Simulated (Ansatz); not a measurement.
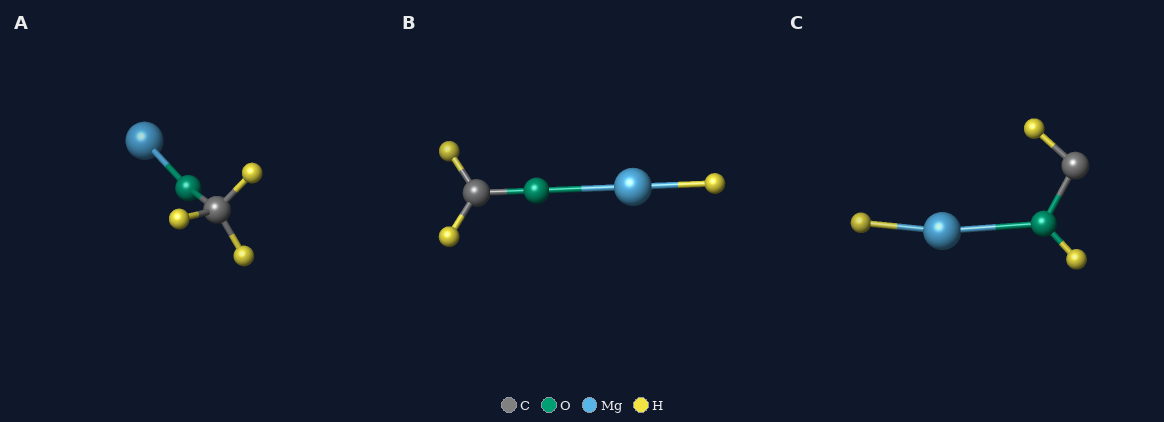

3 stationary structures of one formula. State: charge +1, singlet. Geometries: PBE0-D4/def2-TZVP. Electronic energies: PBE-D4/def2-TZVPP (Ansatz 0.2.0), without zero-point energy. No frequency run is at hand to confirm each as a minimum.

### Which is lowest in energy, and by how much?

B is lowest; A lies 13.2 kJ/mol above it, C lies 315.7 kJ/mol above it (Cs).
